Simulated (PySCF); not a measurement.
**SiH2S (SMILES [SiH]S) at 4 levels**

We compute a comparison of 4 runs (wB97X-V/STO-6G, UMP2/STO-6G, BCCD(T)/STO-6G, CISD/STO-6G) of SiH2S. 

Program for the calculation: PySCF 2.14.0.

4 further runs of the same task are left out: 4 set aside as unsound or not needed.

## (1) The system as given

The species is SiH2S (4 atoms), meant as a singlet with charge 0. SMILES: `[SiH]S`. The Si1–H3 distance was set to 2.288 Å, away from the relaxed value. At this shape a bond of the SMILES string is far longer than usual.

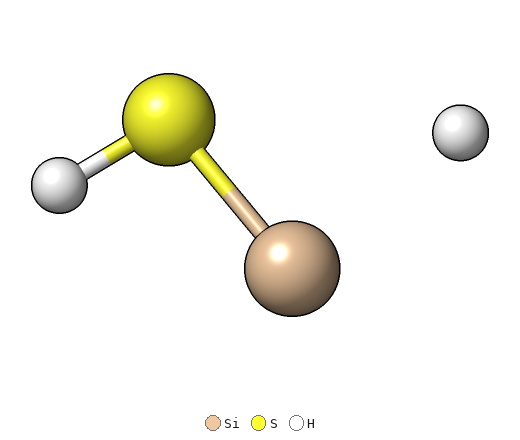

Viewed from a chosen angle; silicon light orange, sulfur yellow, hydrogen white.

## (2) The energy at wB97X-V/STO-6G (run 1)

input.py reads:

```python
from pyscf import gto, dft

molecule = gto.M(
    atom='''
Si  -0.902957  -1.016199  -0.249054
S   -0.449657   1.017001  -0.616754
H    1.017500  -1.190800   0.981400
H   -1.529857   1.304201  -1.366354
''',
    basis='sto-6g',
    spin=0,
    verbose=3,
    max_memory=1860,
    charge=0,
)

myscf = dft.RKS(molecule)
myscf.xc = 'wb97x-v'
myscf.conv_tol = 1e-10
myscf.grids.level = 5
myscf.nlcgrids.level = 1
myscf.kernel()
if not myscf.converged:
    myscf = myscf.newton().run(myscf.mo_coeff, myscf.mo_occ)

e_final = myscf.e_tot
print('E = %.10f Eh' % e_final)
```

Run with:

```
$ OMP_NUM_THREADS=1 python input.py
```

The program printed:

```text
converged SCF energy = -686.157063656604
E = -686.1570636566 Eh
```

It took 19 s on 1 thread of Arm Neoverse V1, shared host; peak memory 0.2 GiB.

## (3) A single-point energy at UMP2/STO-6G (run 2)

job.py reads:

```python
from pyscf import gto, mp

system = gto.M(
    atom=[
    ('Si', (-0.902957, -1.016199, -0.249054)),
    ('S', (-0.449657, 1.017001, -0.616754)),
    ('H', (1.017500, -1.190800, 0.981400)),
    ('H', (-1.529857, 1.304201, -1.366354)),
],
    basis='sto-6g',
    charge=0,
    max_memory=1860,
    verbose=3,
)

hf = system.UHF()
hf.conv_tol = 1e-10
hf.kernel()
if not hf.converged:
    hf = hf.newton().run(hf.mo_coeff, hf.mo_occ)
for _ in range(3):
    mo, _, stable, _ = hf.stability(return_status=True)
    if stable:
        break
    hf.kernel(hf.make_rdm1(mo, hf.mo_occ))

pt = mp.MP2(hf, frozen=10).run()
e_tot = pt.e_tot
print('E = %.10f Eh' % e_tot)
```

Run with:

```
$ OMP_NUM_THREADS=1 python job.py
```

The program printed:

```text
converged SCF energy = -685.03223037036  <S^2> = 9.1375796e-12  2S+1 = 1
<class 'pyscf.scf.uhf.UHF'> wavefunction has an internal instability
converged SCF energy = -685.062262022868  <S^2> = 0.66674841  2S+1 = 1.9149396
<class 'pyscf.scf.uhf.UHF'> wavefunction is stable in the internal stability analysis
E(UMP2) = -685.111444474904  E_corr = -0.0491824520357115
E(SCS-UMP2) = -685.116416987543  E_corr = -0.0541549646748165
E = -685.1114444749 Eh
```

It took 1.2 s on 1 thread of Arm Neoverse V1, shared host; peak memory 0.12 GiB.

Run 3 isn't shown in full; the table further down has it.

## (4) A single-point energy at CISD/STO-6G (run 4)

start.xyz reads:

```xyz
4

Si    -0.902957    -1.016199    -0.249054
S     -0.449657     1.017001    -0.616754
H      1.017500    -1.190800     0.981400
H     -1.529857     1.304201    -1.366354
```

input.py reads:

```python
from pyscf import gto, ci

molecule = gto.M(
    atom='start.xyz',
    max_memory=1860,
    basis='sto-6g',
    verbose=4,
)

calc0 = molecule.RHF()
calc0.conv_tol = 1e-10
calc0.kernel()
if not calc0.converged:
    calc0 = calc0.newton().run(calc0.mo_coeff, calc0.mo_occ)

cisd = ci.CISD(calc0, frozen=10)
cisd.kernel()
energy = cisd.e_tot
print(f'total energy: {energy:.8f} hartree')
```

Run with:

```
$ OMP_NUM_THREADS=1 python input.py
```

The program printed:

```text
PySCF version 2.14.0

[... 56 lines left out ...]
converged SCF energy = -685.032230370359
[... 1 line left out ...]
******** <class 'pyscf.ci.cisd.RCISD'> ********
CISD nocc = 6, nmo = 10
frozen orbitals 10
max_cycle = 50
direct = 0
conv_tol = 1e-09
max_cycle = 50
max_space = 12
lindep = 0
nroots = 1
Init t2, MP2 energy = -0.0844651214661727
RCISD converged
E(RCISD) = -685.1490417590211  E_corr = -0.1168113886616668
total energy: -685.14904176 hartree
```

It took 1.2 s on 1 thread of Arm Neoverse V1, shared host; peak memory 0.12 GiB.

## (5) The series

```csv
run,level,integration grid,nlc grid,energy (Eh),dipole moment (D) of the reference,HOMO energy (eV),LUMO energy (eV),wall time
1,wB97X-V/STO-6G,5,1,-686.157064,2.58,-5.17,3.74,19 s
2,UMP2/STO-6G,–,–,-685.111444,1.77,-5.05,5.81,1.2 s
3,BCCD(T)/STO-6G,–,–,-685.162155,–,–,–,1.7 s
4,CISD/STO-6G,–,–,-685.149042,2.88,-5.26,5.39,1.2 s
```

## (6) Outcome

```
                                           quantity          value
                                run 4: total energy  -685.14904 Eh
        run 4: dipole moment (Hartree–Fock density)         2.88 D
         run 4: HOMO energy (Hartree–Fock orbitals)       -5.26 eV
         run 4: LUMO energy (Hartree–Fock orbitals)        5.39 eV
       run 4: HOMO–LUMO gap (Hartree–Fock orbitals)       10.65 eV
run 4: correlation energy (10 core orbitals frozen)     -116.8 mEh
```

In runs 1, 2, 3, 4 the basis is minimal, so the values are rough. Spin contamination of the reference: run 2 ⟨S²⟩ = 0.67. Where it is this large, the reference is a mixture of spin states, and values that rest on it are in doubt. All runs together took 23 s, the longest 19 s.
